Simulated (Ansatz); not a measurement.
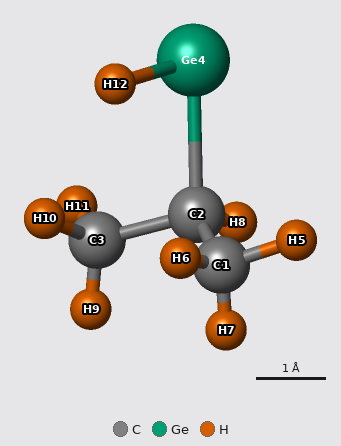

The structure as given in the input (ball-and-stick view, seen at a tilt; atoms are numbered from 1 in the order of the input). Sticks mark near contacts. Bond lengths as drawn: C–C 1.43 to 1.59 Å, C–Ge 2.25 Å, C–H 0.88 to 1.26 Å and Ge–H 1.86 Å.

Geometry relaxation, with input and output: C3H8Ge

- system: C3H8Ge, SMILES C[CH](C)[GeH]
- method: RKS r2SCANh/pcseg-2 (Ansatz 0.2.0)

The run did not end well. The geometry comes from this level: PBE0-D4/def2-TZVP.

## The program's output
```
Functional definition: r2SCANh
  name "r2SCANh"
  cite "Bursch, Neugebauer, Ehlert & Grimme, J. Chem. Phys. 156, 134105 (2022) doi:10.1063/5.0086040"
  cite "Furness, Kaplan, Ning, Perdew & Sun, J. Phys. Chem. Lett. 11, 8208 (2020) doi:10.1021/acs.jpclett.0c02405"
  cite "Furness, Kaplan, Ning, Perdew & Sun, J. Phys. Chem. Lett. 11, 9248 (2020) doi:10.1021/acs.jpclett.0c03077"
  parent r2scan
  parameter a = 0.1
  parameter k0 = 0.174
  parameter k1 = 0.065
  parameter a1 = 4.9479
  exchange = (1 - a)*r2scan_x(k0 = k0, k1 = k1, a1 = a1) + a*exact_x
  correlation = r2scan_c
1268 factors; their error is unknown
mean field evaluation 1: about -59736.0783 eV, gradient 8.4e1 eV
mean field evaluation 2: about -59622.1294 eV, gradient 1.9e2 eV
mean field evaluation 4: about -59753.3878 eV, gradient 1.8e1 eV
mean field evaluation 8: about -59754.1289 eV, gradient 1.0e-1 eV
mean field evaluation 16: about -59754.1778 eV, gradient 8.8e-3 eV
mean field -59754.17784801 eV, -2195.9255330779 hartree, gradient 3.6e-5 eV, S^2 0.000000; 0 other end points of the search recorded, 0 dependent functions left out
the calculation of the forces begins
reference -59754.17786291 eV, -2195.9255336255 hartree; 29, 29 occupied and 216, 216 virtual orbitals, 1268 factors
relax step   1: F+E_penalty+E_count = -59754.17784801 eV  Δ(F+E_penalty+E_count) = +0.000e0 eV  max|allowed force component| = 1.190e1 eV/Å  Δτ_max = 0.0000 Å  (31 SCF iters, accepted)
these checks for a lower state are left out or cut short: starts, cluster_reference, orbital_swaps, neighbouring_geometries, increment
1268 factors; their error is unknown
mean field -59757.49679487 eV, -2196.0475021254 hartree, gradient 2.6e-5 eV, S^2 0.000000; 0 other end points of the search recorded, 0 dependent functions left out
the calculation of the forces begins
reference -59757.49680989 eV, -2196.0475026773 hartree; 29, 29 occupied and 216, 216 virtual orbitals, 1268 factors
relax step   2: F+E_penalty+E_count = -59757.49679487 eV  Δ(F+E_penalty+E_count) = -3.319e0 eV  max|allowed force component| = 3.426e0 eV/Å  Δτ_max = 0.1949 Å  (36 SCF iters, accepted)
these checks for a lower state are left out or cut short: starts, cluster_reference, orbital_swaps, neighbouring_geometries, increment
1268 factors; their error is unknown
mean field evaluation 32: about -59757.8391 eV, gradient 5.5e-4 eV
mean field -59757.83911329 eV, -2196.0600820952 hartree, gradient 1.3e-5 eV, S^2 0.000000; 0 other end points of the search recorded, 0 dependent functions left out
the calculation of the forces begins
reference -59757.83912815 eV, -2196.0600826414 hartree; 29, 29 occupied and 216, 216 virtual orbitals, 1268 factors
relax step   3: F+E_penalty+E_count = -59757.83911329 eV  Δ(F+E_penalty+E_count) = -3.423e-1 eV  max|allowed force component| = 5.812e-1 eV/Å  Δτ_max = 0.1805 Å  (30 SCF iters, accepted)
```

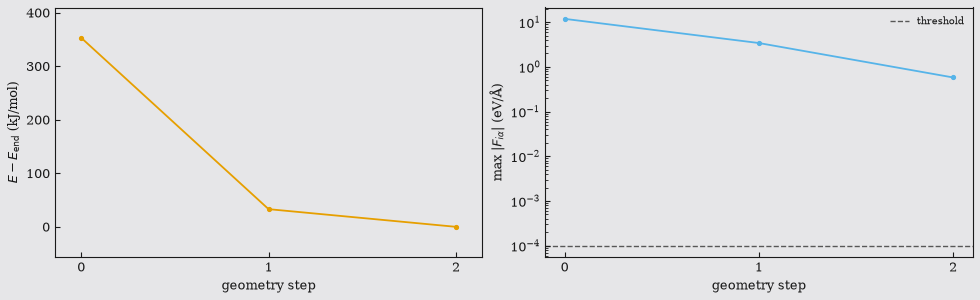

Progress of the relaxation, step by step (the first geometry is step 0 here and step 1 in the log).

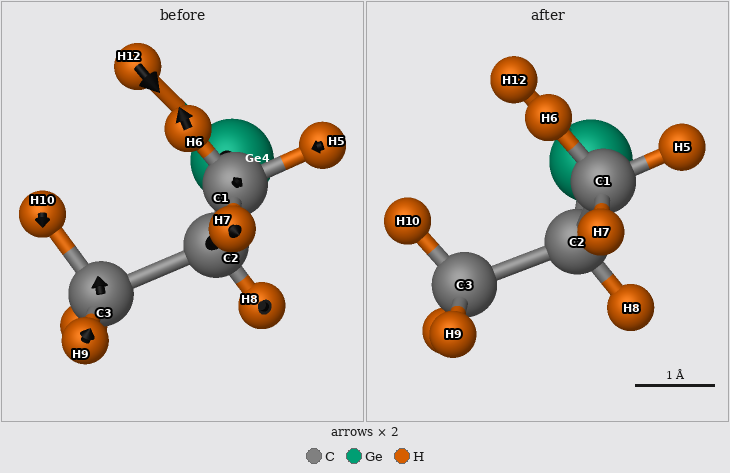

Before (left) and after (right) the relaxation, at one scale (ball-and-stick view, seen at a tilt). The black arrows give the displacements, magnified 2 times. The relaxation stopped without meeting its thresholds, so the last structure isn't shown to be converged. After 2 geometry steps the energy has fallen by 353.3 kJ/mol. Largest force component: 12 eV/Å at the start, 0.58 eV/Å at the end. H12 moves most after the best rigid fit: 0.23 Å. By element the largest moves are H 0.23 Å, Ge 0.18 Å, C 0.12 Å. Among the contacts that change: Ge4–H12 1.860 → 1.572 Å, C2–Ge4 2.248 → 1.990 Å, C3–H11 0.882 → 1.082 Å, C3–H10 1.261 → 1.090 Å. Among the angles that change: C2–C3–H10 103.3° → 110.9°, C1–C2–H8 116.2° → 110.3°, C3–C2–H8 103.7° → 108.2°. (Atoms are counted from 1 in the order of the input.)

```
Error: geometry relaxation did not converge after 3 steps: max|allowed force component| = 5.81e-1 eV/Å (threshold 1.0e-4). Raise `relax.max_steps` over both its present limit and 3, loosen `relax.f_tol`, or start from a geometry closer to equilibrium. Where this run's directory can be resumed (`checkpoint.write`), a resume goes on for up to `relax.max_steps` more
```

## Trajectory as extended XYZ (Å, eV, eV/Å), 3 frames, from step=1 to step=3
```
12
Properties=species:S:1:pos:R:3:forces:R:3 step=1 energy=-59754.17785
C    -0.5317    1.0088   -0.6314   -1.2338  -3.7879  -7.9278
C     0.3086   -0.1508   -0.5527   -1.1901  -3.6213   4.8358
C     1.1686   -0.2080    0.7876  -11.9040   8.6704  -0.3023
Ge   -0.7221   -2.1468   -0.6286   -0.4099   2.6715   1.8656
H    -1.2100    0.9819   -1.6468    1.5695   0.2273   2.2863
H    -1.1393    1.1029    0.0815   -5.0081   0.4509   5.8453
H     0.0042    1.8126   -0.6680    3.2749   5.0987  -0.5025
H     0.9755   -0.2483   -1.2593    3.2991  -0.1673  -4.2150
H     1.7620    0.6266    0.9092    1.1244   1.9882   0.2992
H     0.2913   -0.2512    1.6929    2.5451   0.4711  -2.1057
H     1.6292   -0.9484    0.9170    6.9839 -11.0402   1.4722
H    -1.7262   -1.4596    0.7782    0.9489  -0.9614  -1.5513
12
Properties=species:S:1:pos:R:3:forces:R:3 step=2 energy=-59757.49679
C    -0.5504    0.9881   -0.6620   -1.0480  -0.2720  -2.7877
C     0.3121   -0.1980   -0.5477   -0.3551  -1.9222   2.2192
C     1.0981   -0.2030    0.8025   -3.4260   0.9872   0.4956
Ge   -0.7557   -1.9952   -0.5108    0.5909   0.6104  -0.2138
H    -1.1822    0.9838   -1.6120    0.7612   0.0099   1.0636
H    -1.2155    1.0892    0.1309   -1.1953   0.0523   1.5340
H     0.0324    1.8611   -0.7013    0.8283   1.4464  -0.1058
H     1.0238   -0.2715   -1.3155    0.8659  -0.0248  -1.2941
H     1.7160    0.6667    0.9056    0.3929   0.5474   0.0673
H     0.3443   -0.2230    1.6744    1.0897   0.2870  -1.1877
H     1.6660   -1.0532    0.9290    1.5384  -1.8770   0.1423
H    -1.6788   -1.5251    0.6866   -0.0430   0.1553   0.0671
12
Properties=species:S:1:pos:R:3:forces:R:3 step=3 energy=-59757.83911
C    -0.5777    0.9799   -0.6657   -0.1676   0.1444  -0.3047
C     0.2773   -0.2528   -0.5001    0.5812  -0.2075   0.0165
C     1.0567   -0.2271    0.8265   -0.3845   0.1427  -0.2421
Ge   -0.7054   -1.9825   -0.5483   -0.0619   0.0844   0.1191
H    -1.1735    0.9650   -1.5807    0.0013  -0.0509  -0.0077
H    -1.2669    1.1005    0.1623   -0.1342  -0.0322   0.2141
H     0.0336    1.8817   -0.7177    0.1050   0.0772   0.0434
H     0.9939   -0.3275   -1.3137    0.2266   0.2643  -0.1507
H     1.6749    0.6712    0.8906    0.0559  -0.0141  -0.0308
H     0.3764   -0.2134    1.6777   -0.0613   0.0182   0.0353
H     1.7064   -1.0853    0.9373    0.2588  -0.2270   0.0514
H    -1.5857   -1.3899    0.6115   -0.4194  -0.1995   0.2562
```

This output came from the following input.

## Input file
```yaml
crystal:
  periodic: [false, false, false]
  atoms:
    - {symbol: C, position_ang: [-0.531676, 1.008828, -0.631396]}
    - {symbol: C, position_ang: [0.308610, -0.150781, -0.552653]}
    - {symbol: C, position_ang: [1.168602, -0.208007, 0.787643]}
    - {symbol: Ge, position_ang: [-0.722133, -2.146827, -0.628636]}
    - {symbol: H, position_ang: [-1.209981, 0.981939, -1.646778]}
    - {symbol: H, position_ang: [-1.139348, 1.102926, 0.081531]}
    - {symbol: H, position_ang: [0.004186, 1.812576, -0.667978]}
    - {symbol: H, position_ang: [0.975529, -0.248322, -1.259289]}
    - {symbol: H, position_ang: [1.761994, 0.626559, 0.909185]}
    - {symbol: H, position_ang: [0.291307, -0.251224, 1.692927]}
    - {symbol: H, position_ang: [1.629207, -0.948381, 0.917008]}
    - {symbol: H, position_ang: [-1.726158, -1.459555, 0.778160]}
basis:
  gaussian: {orbitals: pcseg-2}
hamiltonian: {xc: {name: r2SCANh}}
scf: {lower_state_search: light}
relax: {f_tol: 0.0001, max_steps: 3}
output: {forces: true}
```

Run as:
```bash
ansatz run in.yaml --threads 4 --pin off --events-out ev --progress --plain --max-ram 10444MiB
```

## Outcome

| quantity | value |
| --- | --- |
| outcome | not converged |
| hardware | 4 threads of Arm Neoverse V2, 23 GiB of memory available, shared host |
| wall time | 18 s (CPU time 65 s) |
| peak memory | 0.73 GiB |

## What went wrong

The input was spoiled on purpose: the optimiser is allowed too few steps. The run did not converge: “geometry relaxation did not converge after 3 steps: max|allowed force component| = 5.81e-1 eV/Å (threshold 1.0e-4). Raise `relax.max_steps` over both its present limit and 3, loosen `relax.f_tol`, or start from a geometry closer to equilibrium …” Its last values are not results.
